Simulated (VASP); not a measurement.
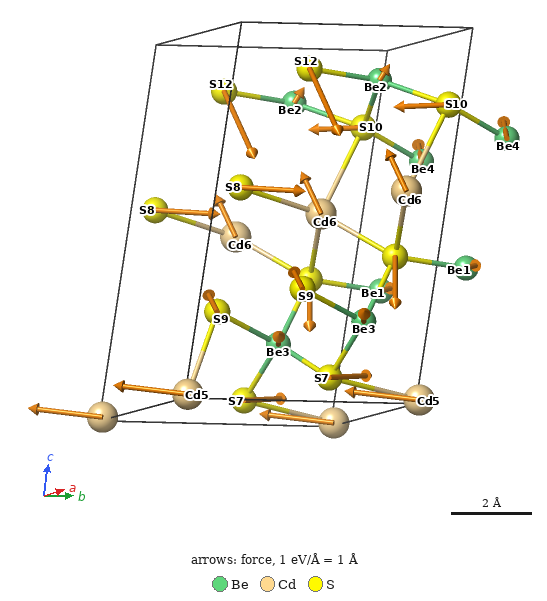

Starting geometry of solid Be2CdS3 (a generated structure, set up in P1) with the computed forces as orange arrows. A ball-and-stick model of the cell of the calculation, reduced to other axes, repeated 2 × 1 × 1 with one cell outlined, seen from a free direction. Lengths and directions refer to the drawn axes.

The run lets cell and atoms move.

All numbers below come from VASP, Kohn-Sham DFT of a periodic cell, PBE, VASP PAW PBE potentials, recommended.

Input file:
```
PREC = Normal
ENCUT = 520
EDIFF = 1E-5
ISMEAR = 0
SIGMA = 0.05
LREAL = Auto
LASPH = T
NELM = 80
ALGO = Fast
ISIF = 3
LWAVE = F
LCHARG = F
GGA = PE
IBRION = 2
NSW = 110
EDIFFG = -0.03
ISYM = 0
KPAR = 8
```

Command:
```bash
cat potpaw_PBE.64/Be/POTCAR potpaw_PBE.64/Cd/POTCAR potpaw_PBE.64/S/POTCAR > POTCAR
mpirun -np 8 vasp_std > vasp.out
```

Question: What follows when this structure is relaxed?

Answer: It isn't relaxed: the largest force vector, on an S atom, is 2.94 eV/Å. The final displacements follow the starting forces only in part (cosine between the two patterns 0.80). An S atom moves most relative to the cell: 0.24 Å roughly along [3 0 −1]. Largest moves by element: S 0.24 Å, Be 0.18 Å, Cd 0.17 Å. Cell: a 3.628 → 3.615 Å (−0.4 %), b 6.167 → 6.367 Å (+3.2 %), c 9.587 → 9.841 Å (+2.7 %), α 80.9° → 78.5°, β 81.6° → 79.5°, γ 74.0° → 73.6°. Volume +4.3 %. Some distances before and after: Cd–S 2.298 → 2.530 Å, Cd–S 2.730 → 2.541 Å, Be–S 2.000 → 2.157 Å, Cd–S 2.387 → 2.535 Å. Bond angles that change, for instance: Be–S–Cd 124.3° → 108.0°, S–Be–S 93.8° → 108.2°, S–Be–S 95.9° → 109.8°. The space group stays P1 (No. 1). The energy falls by 124 meV per atom in 17 geometry steps. The largest force component goes from 1.9 to 0.029 eV/Å. Pressure: 5.11 GPa at the start and 0.09 GPa at the end.
